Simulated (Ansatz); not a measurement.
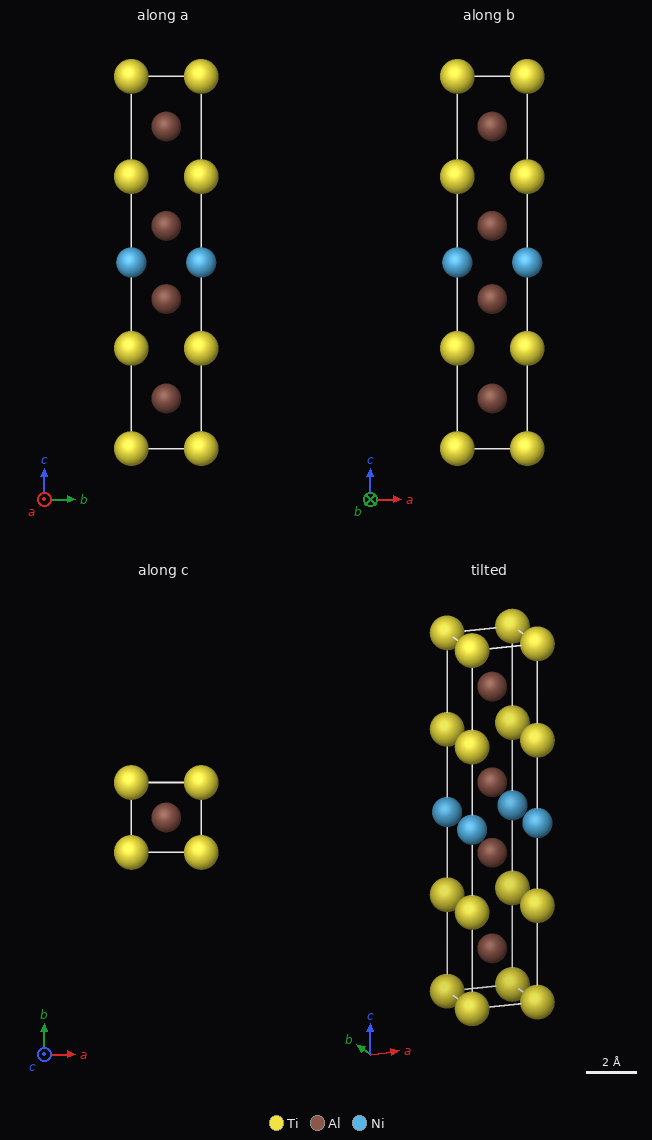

The structure above is drawn in spheres-only style and viewed along the a axis, along the b axis, along the c axis and slightly off an axis. The parallelepiped is the conventional unit cell.

Lattice parameters: a = 2.8367 Å, b = 2.8367 Å, c = 15.1015 Å, α = 90.000°, β = 90.000°, γ = 90.000°.

> Transcribe the picture into a CIF with its space group and independent sites, with free fractional coordinates to two decimals.

```cif
data_structure
_symmetry_space_group_name_H-M 'P 4/m m m'
_symmetry_Int_Tables_number 123
_cell_length_a 2.8367
_cell_length_b 2.8367
_cell_length_c 15.1015
_cell_angle_alpha 90.000
_cell_angle_beta 90.000
_cell_angle_gamma 90.000
_cell_volume 121.52
loop_
_atom_site_label
_atom_site_type_symbol
_atom_site_symmetry_multiplicity
_atom_site_Wyckoff_symbol
_atom_site_fract_x
_atom_site_fract_y
_atom_site_fract_z
_atom_site_occupancy
Ti1 Ti 1 a 0.00 0.00 0.00 1
Ti2 Ti 2 g 0.00 0.00 0.27 1
Al1 Al 2 h 0.50 0.50 0.13 1
Al2 Al 2 h 0.50 0.50 0.40 1
Ni1 Ni 1 b 0.00 0.00 0.50 1
```

The model was built from a structure type filled with these elements by a generator (whether the compound takes this form wasn't checked). The geometry was optimised with Ansatz 0.2.0, DFT PBE, scalar-relativistic, plane waves, PAW.
